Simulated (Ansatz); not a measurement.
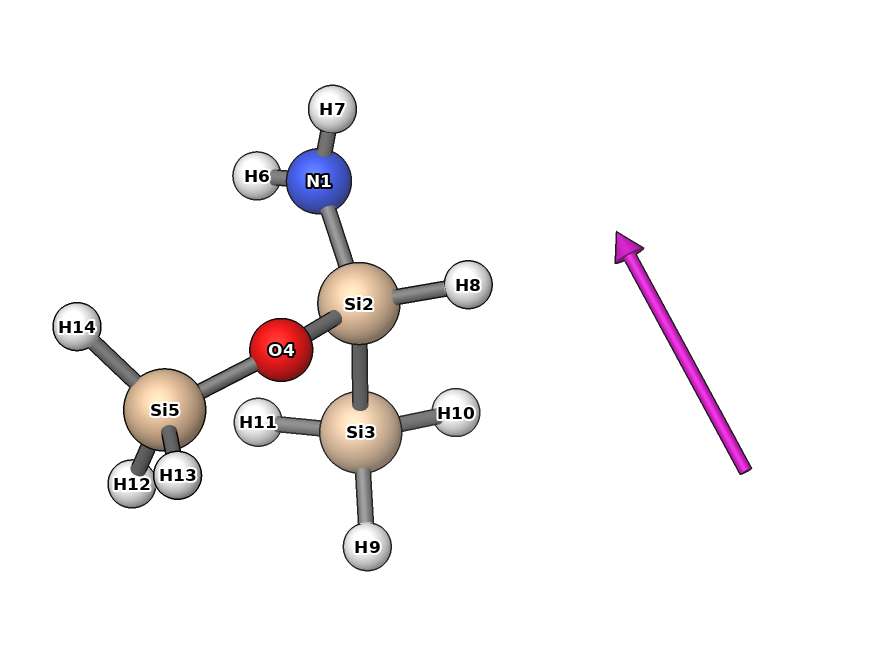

The arrow beside the molecule shows the direction of the dipole moment, from the negative to the positive end (its length means nothing). The geometry was computed by an optimisation with PBE0-D4/def2-TZVP. No frequency run is at hand to confirm it as a minimum. Level of theory: RKS PBE0-D4/def2-TZVP (Ansatz 0.2.0).

> Estimate the dipole moment.

1.56 D; it points from the side of H9 to the side of H6, H7 (the outermost atoms at the two ends).
